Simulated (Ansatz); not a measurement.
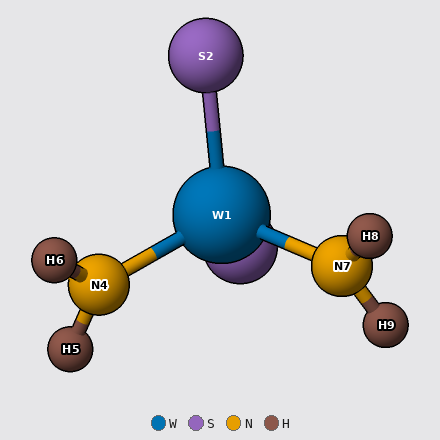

The system is WS2(NH2)2; the picture shows the reference structure. First axis: dihedral N4–W1–N7–H8. Second axis: dihedral N7–W1–N4–H5. Nothing is relaxed (all other coordinates rigid). The scan uses a 15 × 15 grid; 120 points were computed and 105 follow by symmetry. Points are written as (first, second). Energies: kJ/mol, counted from the lowest grid point. The calculation used Ansatz, RKS BHLYP-D4/def2-SVP.

Its coordinates:

```xyz
9

W     0.5041    0.0007    0.3493
S     0.4353    0.0104    2.4778
S     2.4729   -0.0063   -0.4627
N    -0.3945    1.5905   -0.2824
H    -0.1760    2.0593   -1.1482
H    -1.1260    2.0671    0.2227
N    -0.3999   -1.5916   -0.2681
H    -1.1330   -2.0612    0.2413
H    -0.1830   -2.0690   -1.1297
```

Range: dihedral N4–W1–N7–H8 from −180 to 156°; dihedral N7–W1–N4–H5 from −180 to 156°.

Predict the map.

Answer. The lowest grid point is at (84°, 84°); the map holds 4 wells of about this depth. The highest grid point, (−180°, −180°), lies 84 kJ/mol above the lowest. On the interpolated surface the easiest way out of the lowest well to a well of about the same depth near (84°, −84°) passes a barrier of about 25 kJ/mol. Round the minimum the valley is somewhat tilted: raising dihedral N4–W1–N7–H8 shifts the best value of dihedral N7–W1–N4–H5 upwards (coupling k₁₂/√(k₁₁k₂₂) about −0.4).

```
dihedral N7–W1–N4–H5 ↓, dihedral N4–W1–N7–H8 →  −180  −156  −132  −108  −84  −60  −36  −12  12  36  60  84  108  132  156
                                           156    73    67    46    27   20   29   50   69  73  58  36  22   23   39   61
                                           132    50    47    33    17   10   16   31   46  51  41  25  12   12   23   39
                                           108    30    28    17     6    2    6   17   28  30  23  11   3    3   12   23
                                            84    25    20    10     2    0    7   17   24  23  15   5   0    3   12   22
                                            60    37    28    14     6    7   17   31   38  34  21   9   5   11   25   36
                                            36    60    47    28    16   17   31   50   61  56  38  21  15   23   41   58
                                            12    80    67    43    26   24   39   62   79  76  56  34  23   30   51   73
                                           −12    81    71    49    29   23   35   57   77  79  61  38  24   28   46   69
                                           −36    62    57    40    22   15   22   40   57  62  50  31  17   17   31   50
                                           −60    38    36    24    11    5   10   22   35  39  31  17   7    6   16   29
                                           −84    25    21    12     3    0    5   15   23  24  17   7   0    2   10   20
                                          −108    29    21    10     2    3   11   22   29  26  16   6   2    6   17   27
                                          −132    48    36    20    10   12   24   40   49  43  28  14  10   17   33   46
                                          −156    71    58    36    21   21   36   57   71  67  47  28  20   28   47   67
                                          −180    84    71    48    29   25   38   62   81  80  60  37  25   30   50   73
```

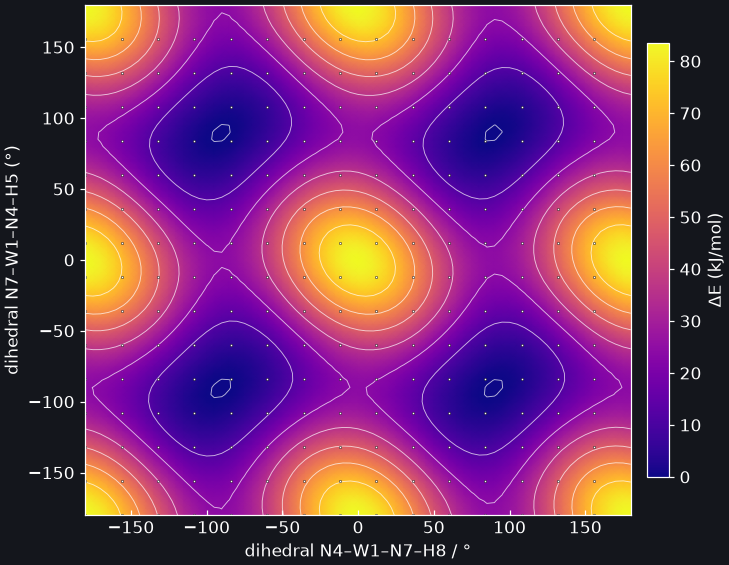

The picture shows a smooth colour map with a few white contour lines, dots at the grid points. Between grid points the surface is interpolated.

Time for the 120 points that were run: 20 min on 1 thread of Arm Neoverse V1, with other jobs on the host.
